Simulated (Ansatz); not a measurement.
# PH₃ with AsH₃: superposition error and deformation, part 1 of 3

Aim: split the binding of a pair into the counterpoise interaction, the basis-set superposition error and the cost of deforming the fragments.

Program: Ansatz 0.2.0, Gaussian basis. Level of theory: PBE0-D4 structures, single points in def2-TZVPPD. These are calculated values, not measurements.

Levels: PBE-D4, revPBE-D4, BLYP-D4, r2SCAN-D4, B97M-V, PBE0-D4, B3LYP-D4, HSE06-D4, wB97X-V, wB97M-V, B2PLYP, Hartree-Fock, MP2, CCSD, CCSD(T).

Correlated methods freeze the cores. Filled d shells of the heavier atoms are correlated. B3LYP uses VWN-RPA correlation. B2PLYP carries no dispersion term here.

129 further runs of the same task are left out: 129 set aside as unsound or not needed. Runs told in other sessions of the task aren't counted.

**1. The system as given**

The relaxed pair: 8 atoms, charge 0, spin multiplicity 1.

Atoms are counted from 1 here; the program's logs count them from 0.

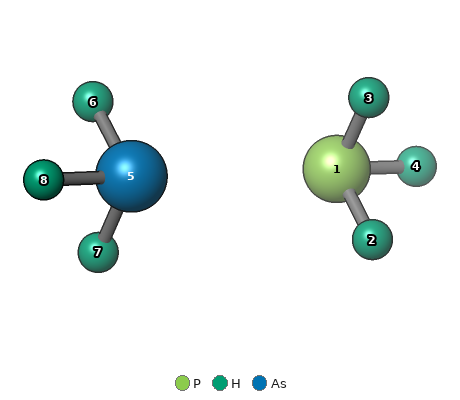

Start geometry, drawn with phosphorus green, hydrogen teal, arsenic blue; atoms are numbered from 1 in the order of the file.

As a file:

```mol
AsH6P
  3D, bonds by distance, orders not assigned

  8  6  0  0  0  0  0  0  0  0999 V2000
   -0.2993    0.3516   -1.7507 P   0  0
    0.2336   -0.9300   -2.0440 H   0  0
    0.9704    0.9826   -1.7966 H   0  0
   -0.5887    0.6391   -3.1117 H   0  0
    0.3479   -0.3604    1.7226 As  0  0
   -0.2432    1.0049    2.0335 H   0  0
   -1.0176   -1.0273    1.7514 H   0  0
    0.5967   -0.6605    3.1957 H   0  0
  1  2  8  0
  1  3  8  0
  1  4  8  0
  5  6  8  0
  5  7  8  0
  5  8  8  0
M  END
```

Atoms 1 to 4 are fragment A (PH₃), the rest fragment B (AsH₃). From earlier runs, pair energy (eV) and counterpoise interaction (kcal/mol):

```tsv
method	E(pair)	interaction
PBE-D4	-70213.74023	-1.85
revPBE-D4	-70221.31759	-1.61
BLYP-D4	-70228.67785	-1.51
r2SCAN-D4	-70226.43156	-1.21
B97M-V	-70213.98121	-1.22
PBE0-D4	-70216.47444	-1.65
B3LYP-D4	-70229.75336	-1.53
HSE06-D4	-70216.29619	-1.66
wB97X-V	-70220.41998	-1.21
wB97M-V	-70222.78860	-1.24
B2PLYP	-70213.77329	-0.25
Hartree-Fock	-70162.22748	1.06
MP2	-70174.85719	-1.18
CCSD(T)	-70176.55513	-0.83
```

First each fragment is run alone in its own basis, frozen in the shape it has in the pair (a, b).

**2. PBE-D4/def2-TZVPPD**

File a/in.yaml:

```yaml
crystal:
  periodic: [false, false, false]
  atoms:
    - {symbol: P, position_ang: [-0.299295, 0.351606, -1.750671]}
    - {symbol: H, position_ang: [0.233602, -0.929990, -2.043977]}
    - {symbol: H, position_ang: [0.970432, 0.982615, -1.796619]}
    - {symbol: H, position_ang: [-0.588684, 0.639056, -3.111739]}
basis:
  gaussian: {orbitals: "def2-TZVPPD.json"}
hamiltonian: {xc: pbe, dispersion: d4}
```

File b/in.yaml:

```yaml
crystal:
  periodic: [false, false, false]
  atoms:
    - {symbol: As, position_ang: [0.347883, -0.360421, 1.722561]}
    - {symbol: H, position_ang: [-0.243170, 1.004880, 2.033544]}
    - {symbol: H, position_ang: [-1.017576, -1.027269, 1.751405]}
    - {symbol: H, position_ang: [0.596711, -0.660479, 3.195696]}
basis:
  gaussian: {orbitals: "def2-TZVPPD.json"}
hamiltonian: {xc: pbe, dispersion: d4}
```

The basis file named in the input lies beside it (Basis Set Exchange, JSON).

Each run has its own folder and the same command.

Launch:

```bash
$ ansatz run in.yaml --threads 4 --pin off --events-out ev --progress --plain --max-ram 9574MiB
```

Output in a:

```text
Functional definition: PBE
  name "PBE"
  cite "Perdew, Burke & Ernzerhof, Phys. Rev. Lett. 77, 3865 (1996) doi:10.1103/PhysRevLett.77.3865"
  parent pbe
  parameter kappa = 0.804
  parameter beta = 0.06672455060314922
  exchange = pbe_x(kappa = kappa, mu = beta*pi^2/3)
  correlation = pbe_c(beta = beta)
493 factors; their error is unknown
mean field evaluation 1: about -9332.1522 eV, gradient 1.6e1 eV
mean field evaluation 2: about -9332.4445 eV, gradient 1.5e1 eV
mean field evaluation 4: about -9333.0909 eV, gradient 6.1e-1 eV
mean field evaluation 8: about -9333.0728 eV, gradient 6.3e-3 eV
mean field -9333.07284588 eV, -342.9841009023 hartree, gradient 1.9e-5 eV, S^2 0.000000; 0 other end points of the search recorded, 0 dependent functions left out
reference -9333.07287663 eV, -342.9841020322 hartree; 9, 9 occupied and 90, 90 virtual orbitals, 493 factors
Total energy: -9333.10228323 eV, -342.9851827048 hartree
```

Output in b (excerpt; [...] marks lines left out):

```text
[... 4 set-up lines as earlier in the session ...]
[...]
584 factors; their error is unknown
[...]
mean field -60880.51921545 eV, -2237.3178148699 hartree, gradient 3.7e-5 eV, S^2 0.000000; 0 other end points of the search recorded, 0 dependent functions left out
reference -60880.51924495 eV, -2237.3178159539 hartree; 18, 18 occupied and 87, 87 virtual orbitals, 584 factors
Total energy: -60880.55245492 eV, -2237.3190363979 hartree
```

Wall times: 0.3 s (a), 0.35 s (b) on 4 threads of AMD EPYC 7R43, shared host.

**3. r2SCAN-D4/def2-TZVPPD**

The same edit goes into each in.yaml of step 2 (a, b):

```diff
-hamiltonian: {xc: pbe, dispersion: d4}
+hamiltonian: {xc: r2scan, dispersion: d4}
```

One command serves all of them, each in its own folder.

Launch:

```bash
$ ansatz run in.yaml --threads 4 --pin off --events-out ev --progress --plain --max-ram 9574MiB
```

a printed (excerpt; [...] marks lines left out):

```text
Functional definition: r2SCAN
  name "r2SCAN"
  cite "Furness, Kaplan, Ning, Perdew & Sun, J. Phys. Chem. Lett. 11, 8208 (2020) doi:10.1021/acs.jpclett.0c02405"
  cite "Furness, Kaplan, Ning, Perdew & Sun, J. Phys. Chem. Lett. 11, 9248 (2020) doi:10.1021/acs.jpclett.0c03077"
  parent r2scan
[...]
493 factors; their error is unknown
[...]
mean field -9336.79329656 eV, -343.1208249429 hartree, gradient 6.6e-6 eV, S^2 0.000000; 0 other end points of the search recorded, 0 dependent functions left out
reference -9336.79330489 eV, -343.1208252488 hartree; 9, 9 occupied and 90, 90 virtual orbitals, 493 factors
Total energy: -9336.79987624 eV, -343.1210667417 hartree
```

Output in b (excerpt; [...] marks lines left out):

```text
[... 5 set-up lines as earlier in the session ...]
[...]
584 factors; their error is unknown
[...]
mean field -60889.56771977 eV, -2237.6503412701 hartree, gradient 3.3e-5 eV, S^2 0.000000; 0 other end points of the search recorded, 0 dependent functions left out
reference -60889.56772795 eV, -2237.6503415708 hartree; 18, 18 occupied and 87, 87 virtual orbitals, 584 factors
Total energy: -60889.57497141 eV, -2237.6506077630 hartree
```

Times: 0.6 s (a), 0.75 s (b) on 4 threads of AMD EPYC 7R43, shared host.

**4. PBE0-D4/def2-TZVPPD**

The same edit goes into each in.yaml of step 3 (a, b):

```diff
-hamiltonian: {xc: r2scan, dispersion: d4}
+hamiltonian: {xc: pbe0, dispersion: d4}
+output: {orbitals: {seedname: orbitals}}
```

Each run has its own folder and the same command.

Launch:

```bash
$ ansatz run in.yaml --threads 4 --pin off --events-out ev --progress --plain --max-ram 9574MiB
```

Log of a (excerpt; [...] marks lines left out):

```text
Functional definition: PBE0
  name "PBE0"
  cite "Adamo & Barone, J. Chem. Phys. 110, 6158 (1999) doi:10.1063/1.478522"
[... 2 set-up lines as earlier in the session ...]
[...]
517 factors; their error is unknown
[...]
mean field -9333.97117135 eV, -343.0171137541 hartree, gradient 1.3e-5 eV, S^2 0.000000; 0 other end points of the search recorded, 0 dependent functions left out
reference -9333.97119436 eV, -343.0171145998 hartree; 9, 9 occupied and 90, 90 virtual orbitals, 517 factors
Total energy: -9333.99504983 eV, -343.0179912720 hartree
```

b printed (excerpt; [...] marks lines left out):

```text
[... 5 set-up lines as earlier in the session ...]
[...]
614 factors; their error is unknown
[...]
mean field -60882.37592309 eV, -2237.3860476170 hartree, gradient 3.6e-5 eV, S^2 0.000000; 0 other end points of the search recorded, 0 dependent functions left out
reference -60882.37594605 eV, -2237.3860484606 hartree; 18, 18 occupied and 87, 87 virtual orbitals, 614 factors
Total energy: -60882.40301936 eV, -2237.3870433864 hartree
```

They took 0.35 s (a), 0.5 s (b) on 4 threads of AMD EPYC 7R43, shared host.

**5. B3LYP-D4/def2-TZVPPD**

The same edit goes into each in.yaml of step 4 (a, b):

```diff
-hamiltonian: {xc: pbe0, dispersion: d4}
-output: {orbitals: {seedname: orbitals}}
+hamiltonian: {xc: {name: B3LYP}, dispersion: d4}
```

The same command starts each run, in its folder.

Launch:

```bash
$ ansatz run in.yaml --threads 4 --pin off --events-out ev --progress --plain --max-ram 9574MiB
```

a printed (excerpt; [...] marks lines left out):

```text
Functional definition: B3LYP
  name "B3LYP"
  cite "Stephens, Devlin, Chabalowski & Frisch, J. Phys. Chem. 98, 11623 (1994) doi:10.1021/j100096a001"
  cite "Becke, Phys. Rev. A 38, 3098 (1988) doi:10.1103/PhysRevA.38.3098"
  cite "Lee, Yang & Parr, Phys. Rev. B 37, 785 (1988) doi:10.1103/PhysRevB.37.785"
  cite "Vosko, Wilk & Nusair, Can. J. Phys. 58, 1200 (1980) doi:10.1139/p80-159"
[...]
512 factors; their error is unknown
[...]
mean field -9338.34289533 eV, -343.1777716474 hartree, gradient 1.3e-5 eV, S^2 0.000000; 0 other end points of the search recorded, 0 dependent functions left out
reference -9338.34309189 eV, -343.1777788706 hartree; 9, 9 occupied and 90, 90 virtual orbitals, 512 factors
Total energy: -9338.39084929 eV, -343.1795339228 hartree
```

Output in b (excerpt; [...] marks lines left out):

```text
[... 6 set-up lines as earlier in the session ...]
[...]
609 factors; their error is unknown
[...]
mean field -60891.23701035 eV, -2237.7116865674 hartree, gradient 3.9e-5 eV, S^2 0.000000; 0 other end points of the search recorded, 0 dependent functions left out
reference -60891.23720261 eV, -2237.7116936331 hartree; 18, 18 occupied and 87, 87 virtual orbitals, 609 factors
Total energy: -60891.29150356 eV, -2237.7136891559 hartree
```

Wall times: 0.4 s (a), 0.45 s (b) on 4 threads of AMD EPYC 7R43, shared host.

**6. wB97X-V/def2-TZVPPD**

Each input of step 5 (a, b) changes in the same lines:

```diff
-hamiltonian: {xc: {name: B3LYP}, dispersion: d4}
+hamiltonian: {xc: {name: wB97X-V}}
```

One command serves all of them, each in its own folder.

Launch:

```bash
$ ansatz run in.yaml --threads 4 --pin off --events-out ev --progress --plain --max-ram 9574MiB
```

Log of a (excerpt; [...] marks lines left out):

```text
Functional definition: wB97X-V
  name "wB97X-V"
  cite "Mardirossian & Head-Gordon, Phys. Chem. Chem. Phys. 16, 9904 (2014) doi:10.1039/C3CP54374A"
  cite "Becke, J. Chem. Phys. 107, 8554 (1997) doi:10.1063/1.475007"
  cite "Vydrov & Van Voorhis, J. Chem. Phys. 133, 244103 (2010) doi:10.1063/1.3521275"
[...]
      + integral(e_c_pw_opposite_spin*poly(b97_u_opposite, cos0, cos1)) + vv10(b, c)
502 factors; their error is unknown
148 factors; integrals over basis functions are off by at most 2.1e-5 eV
[...]
mean field -9336.12290397 eV, -343.0961884694 hartree, gradient 8.2e-6 eV, S^2 0.000000; 0 other end points of the search recorded, 0 dependent functions left out
reference -9336.12290256 eV, -343.0961884175 hartree; 9, 9 occupied and 90, 90 virtual orbitals, 502 factors
Total energy: -9336.12290256 eV, -343.0961884175 hartree
```

Output in b (excerpt; [...] marks lines left out):

```text
[... 5 set-up lines as earlier in the session ...]
[...]
      + integral(e_c_pw_opposite_spin*poly(b97_u_opposite, cos0, cos1)) + vv10(b, c)
602 factors; their error is unknown
155 factors; integrals over basis functions are off by at most 1.4e-5 eV
[...]
mean field -60884.23998455 eV, -2237.4545506123 hartree, gradient 3.6e-5 eV, S^2 0.000000; 0 other end points of the search recorded, 0 dependent functions left out
reference -60884.23998313 eV, -2237.4545505600 hartree; 18, 18 occupied and 87, 87 virtual orbitals, 602 factors
Total energy: -60884.23998313 eV, -2237.4545505600 hartree
```

Times: 0.85 s (a), 1 s (b) on 4 threads of AMD EPYC 7R43, shared host.

**7. wB97M-V/def2-TZVPPD**

Each input of step 6 (a, b) changes in the same lines:

```diff
-hamiltonian: {xc: {name: wB97X-V}}
+hamiltonian: {xc: {name: wB97M-V}}
```

The same command starts each run, in its folder.

Launch:

```bash
$ ansatz run in.yaml --threads 4 --pin off --events-out ev --progress --plain --max-ram 9574MiB
```

Output in a (excerpt; [...] marks lines left out):

```text
Functional definition: wB97M-V
  name "wB97M-V"
  cite "Mardirossian & Head-Gordon, J. Chem. Phys. 144, 214110 (2016) doi:10.1063/1.4952647"
[... 2 set-up lines as earlier in the session ...]
  # Of w^i u^j: cxij and so on, Table III.
[...]
  gx(w, u) = 1 - cx + cx01*u + cx10*w
[...]
      + integral(e_c_pw_mod_opposite_spin*gos(b97_w_opposite, b97_u_opposite)) + vv10(b, c)
502 factors; their error is unknown
148 factors; integrals over basis functions are off by at most 2.1e-5 eV
[...]
mean field -9336.66139256 eV, -343.1159775602 hartree, gradient 1.3e-5 eV, S^2 0.000000; 0 other end points of the search recorded, 0 dependent functions left out
reference -9336.66142700 eV, -343.1159788257 hartree; 9, 9 occupied and 90, 90 virtual orbitals, 502 factors
Total energy: -9336.66142700 eV, -343.1159788257 hartree
```

Log of b (excerpt; [...] marks lines left out):

```text
[... 5 set-up lines as earlier in the session ...]
  # Of w^i u^j: cxij and so on, Table III.
[...]
  gx(w, u) = 1 - cx + cx01*u + cx10*w
[...]
      + integral(e_c_pw_mod_opposite_spin*gos(b97_w_opposite, b97_u_opposite)) + vv10(b, c)
595 factors; their error is unknown
155 factors; integrals over basis functions are off by at most 1.4e-5 eV
[...]
mean field -60886.06680321 eV, -2237.5216849597 hartree, gradient 3.8e-5 eV, S^2 0.000000; 0 other end points of the search recorded, 0 dependent functions left out
reference -60886.06683823 eV, -2237.5216862466 hartree; 18, 18 occupied and 87, 87 virtual orbitals, 595 factors
Total energy: -60886.06683823 eV, -2237.5216862466 hartree
```

They took 0.9 s (a), 1.2 s (b) on 4 threads of AMD EPYC 7R43, shared host.

**8. B2PLYP/def2-TZVPPD**

The same edit goes into each in.yaml of step 7 (a, b):

```diff
-hamiltonian: {xc: {name: wB97M-V}}
+hamiltonian: {xc: {name: B2PLYP}}
```

Each run has its own folder and the same command.

Launch:

```bash
$ ansatz run in.yaml --threads 4 --pin off --events-out ev --progress --plain --max-ram 9574MiB
```

Output in a (excerpt; [...] marks lines left out):

```text
Functional definition: B2PLYP
  name "B2PLYP"
  cite "Grimme, J. Chem. Phys. 124, 034108 (2006) doi:10.1063/1.2148954"
[... 2 set-up lines as earlier in the session ...]
[...]
541 factors; integrals over basis functions are off by at most 1.0e-3 eV
[...]
mean field -9332.57129704 eV, -342.9656693222 hartree, gradient 2.7e-6 eV, S^2 0.000000; 0 other end points of the search recorded, 0 dependent functions left out
5 core orbitals not correlated: weight in the atoms' cores, before any rotation towards them, 1.000 or more for the frozen orbitals, at most 0.000 for the correlated occupied ones
reference -9332.57142140 eV, -342.9656738922 hartree; 4, 4 occupied and 90, 90 virtual orbitals, 541 factors
second order -5.74883986 eV of doubles, -0.00000000 eV of singles
Total energy: -9334.12360816 eV, -343.0227157036 hartree
```

Log of b (excerpt; [...] marks lines left out):

```text
[... 5 set-up lines as earlier in the session ...]
[...]
602 factors; integrals over basis functions are off by at most 7.8e-4 eV
[...]
mean field -60877.06460810 eV, -2237.1908603913 hartree, gradient 4.7e-6 eV, S^2 0.000000; 0 other end points of the search recorded, 0 dependent functions left out
9 core orbitals not correlated: weight in the atoms' cores, before any rotation towards them, 1.000 or more for the frozen orbitals, at most 0.000 for the correlated occupied ones
reference -60877.06473318 eV, -2237.1908649879 hartree; 9, 9 occupied and 87, 87 virtual orbitals, 602 factors
second order -9.50178569 eV of doubles, -0.00000000 eV of singles
Total energy: -60879.63021532 eV, -2237.2851447174 hartree
```

They took 0.55 s (a), 0.75 s (b) on 4 threads of AMD EPYC 7R43, shared host.

**9. BLYP-D4/def2-TZVPPD**

Each input of step 8 (a, b) changes in the same lines:

```diff
-hamiltonian: {xc: {name: B2PLYP}}
+hamiltonian: {xc: {name: BLYP}, dispersion: d4}
```

One command serves all of them, each in its own folder.

Launch:

```bash
$ ansatz run in.yaml --threads 4 --pin off --events-out ev --progress --plain --max-ram 9574MiB
```

Output in a (excerpt; [...] marks lines left out):

```text
Functional definition: BLYP
  name "BLYP"
[... 2 set-up lines as earlier in the session ...]
[...]
493 factors; their error is unknown
[...]
mean field -9337.42797921 eV, -343.1441490999 hartree, gradient 1.8e-5 eV, S^2 0.000000; 0 other end points of the search recorded, 0 dependent functions left out
reference -9337.42823839 eV, -343.1441586248 hartree; 9, 9 occupied and 90, 90 virtual orbitals, 493 factors
Total energy: -9337.49776432 eV, -343.1467136553 hartree
```

b printed (excerpt; [...] marks lines left out):

```text
[... 4 set-up lines as earlier in the session ...]
[...]
584 factors; their error is unknown
[...]
mean field -60891.03099146 eV, -2237.7041155129 hartree, gradient 2.2e-5 eV, S^2 0.000000; 0 other end points of the search recorded, 0 dependent functions left out
reference -60891.03124026 eV, -2237.7041246562 hartree; 18, 18 occupied and 87, 87 virtual orbitals, 584 factors
Total energy: -60891.10886393 eV, -2237.7069772735 hartree
```

They took 0.35 s (a), 0.5 s (b) on 4 threads of AMD EPYC 7R43, shared host.

**10. revPBE-D4/def2-TZVPPD**

The same edit goes into each in.yaml of step 9 (a, b):

```diff
-hamiltonian: {xc: {name: BLYP}, dispersion: d4}
+hamiltonian: {xc: {name: revPBE}, dispersion: d4}
```

One command serves all of them, each in its own folder.

Launch:

```bash
$ ansatz run in.yaml --threads 4 --pin off --events-out ev --progress --plain --max-ram 9574MiB
```

Log of a (excerpt; [...] marks lines left out):

```text
Functional definition: revPBE
  name "revPBE"
  cite "Zhang & Yang, Phys. Rev. Lett. 80, 890 (1998) doi:10.1103/PhysRevLett.80.890"
[... 1 set-up line as earlier in the session ...]
[...]
493 factors; their error is unknown
[...]
mean field -9335.90543768 eV, -343.0881967308 hartree, gradient 5.7e-5 eV, S^2 0.000000; 0 other end points of the search recorded, 0 dependent functions left out
reference -9335.90547584 eV, -343.0881981332 hartree; 9, 9 occupied and 90, 90 virtual orbitals, 493 factors
Total energy: -9336.02153861 eV, -343.0924633612 hartree
```

Log of b (excerpt; [...] marks lines left out):

```text
[... 4 set-up lines as earlier in the session ...]
[...]
584 factors; their error is unknown
[...]
mean field -60885.09895642 eV, -2237.4861172462 hartree, gradient 1.4e-5 eV, S^2 0.000000; 0 other end points of the search recorded, 0 dependent functions left out
reference -60885.09899283 eV, -2237.4861185841 hartree; 18, 18 occupied and 87, 87 virtual orbitals, 584 factors
Total energy: -60885.22015090 eV, -2237.4905710611 hartree
```

Times: 0.3 s (a), 0.4 s (b) on 4 threads of AMD EPYC 7R43, shared host.

**11. B97M-V/def2-TZVPPD**

The same edit goes into each in.yaml of step 10 (a, b):

```diff
-hamiltonian: {xc: {name: revPBE}, dispersion: d4}
+hamiltonian: {xc: {name: B97M-V}}
```

The same command starts each run, in its folder.

Launch:

```bash
$ ansatz run in.yaml --threads 4 --pin off --events-out ev --progress --plain --max-ram 9574MiB
```

Log of a (excerpt; [...] marks lines left out):

```text
Functional definition: B97M-V
  name "B97M-V"
  cite "Mardirossian & Head-Gordon, J. Chem. Phys. 142, 074111 (2015) doi:10.1063/1.4907719"
[... 2 set-up lines as earlier in the session ...]
  # Of w^i u^j: cxij and so on, Table III.
[...]
  gx(w, u) = cx00 + cx01*u + cx02*u^2 + (cx10 + cx11*u)*w
[...]
  gos(w, u) = cos00 + cos01*u + cos03*u^3 + cos10*w + cos32*w^3*u^2
[...]
      + integral(e_c_pw_mod_opposite_spin*gos(b97_w_opposite, b97_u_opposite)) + vv10(b, c)
493 factors; their error is unknown
[...]
mean field -9335.23438513 eV, -343.0635360043 hartree, gradient 4.1e-5 eV, S^2 0.000000; 0 other end points of the search recorded, 0 dependent functions left out
reference -9335.23442766 eV, -343.0635375672 hartree; 9, 9 occupied and 90, 90 virtual orbitals, 493 factors
Total energy: -9335.23442766 eV, -343.0635375672 hartree
```

Log of b (excerpt; [...] marks lines left out):

```text
[... 5 set-up lines as earlier in the session ...]
  # Of w^i u^j: cxij and so on, Table III.
[...]
  gx(w, u) = cx00 + cx01*u + cx02*u^2 + (cx10 + cx11*u)*w
[...]
  gos(w, u) = cos00 + cos01*u + cos03*u^3 + cos10*w + cos32*w^3*u^2
[...]
      + integral(e_c_pw_mod_opposite_spin*gos(b97_w_opposite, b97_u_opposite)) + vv10(b, c)
584 factors; their error is unknown
[...]
mean field -60878.68966296 eV, -2237.2505800558 hartree, gradient 3.7e-5 eV, S^2 0.000000; 0 other end points of the search recorded, 0 dependent functions left out
reference -60878.68970536 eV, -2237.2505816142 hartree; 18, 18 occupied and 87, 87 virtual orbitals, 584 factors
Total energy: -60878.68970536 eV, -2237.2505816142 hartree
```

Times: 0.95 s (a), 1.1 s (b) on 4 threads of AMD EPYC 7R43, shared host.

**12. HSE06-D4/def2-TZVPPD**

Each input of step 11 (a, b) changes in the same lines:

```diff
-hamiltonian: {xc: {name: B97M-V}}
+hamiltonian: {xc: hse06, dispersion: d4}
```

The same command starts each run, in its folder.

Launch:

```bash
$ ansatz run in.yaml --threads 4 --pin off --events-out ev --progress --plain --max-ram 9574MiB
```

Log of a (excerpt; [...] marks lines left out):

```text
Functional definition: HSE06
  name "HSE06"
  cite "Heyd, Scuseria & Ernzerhof, J. Chem. Phys. 118, 8207 (2003) doi:10.1063/1.1564060"
  cite "Krukau, Vydrov, Izmaylov & Scuseria, J. Chem. Phys. 125, 224106 (2006) doi:10.1063/1.2404663"
  cite "Heyd & Scuseria, J. Chem. Phys. 120, 7274 (2004) doi:10.1063/1.1668634"
  cite "Ernzerhof & Perdew, J. Chem. Phys. 109, 3313 (1998) doi:10.1063/1.476928"
[...]
517 factors; their error is unknown
56 factors; integrals over basis functions are off by at most 3.2e-6 eV
[...]
mean field -9333.76583868 eV, -343.0095679176 hartree, gradient 6.9e-6 eV, S^2 0.000000; 0 other end points of the search recorded, 0 dependent functions left out
reference -9333.76586929 eV, -343.0095690428 hartree; 9, 9 occupied and 90, 90 virtual orbitals, 517 factors
Total energy: -9333.78767006 eV, -343.0103702061 hartree
```

Output in b (excerpt; [...] marks lines left out):

```text
[... 6 set-up lines as earlier in the session ...]
[...]
614 factors; their error is unknown
56 factors; integrals over basis functions are off by at most 3.3e-6 eV
[...]
mean field -60882.40701349 eV, -2237.3871901681 hartree, gradient 2.8e-5 eV, S^2 0.000000; 0 other end points of the search recorded, 0 dependent functions left out
reference -60882.40704407 eV, -2237.3871912919 hartree; 18, 18 occupied and 87, 87 virtual orbitals, 614 factors
Total energy: -60882.43194353 eV, -2237.3881063301 hartree
```

Wall times: 0.4 s (a), 0.55 s (b) on 4 threads of AMD EPYC 7R43, shared host.

(Continued in part 2 of 3.)
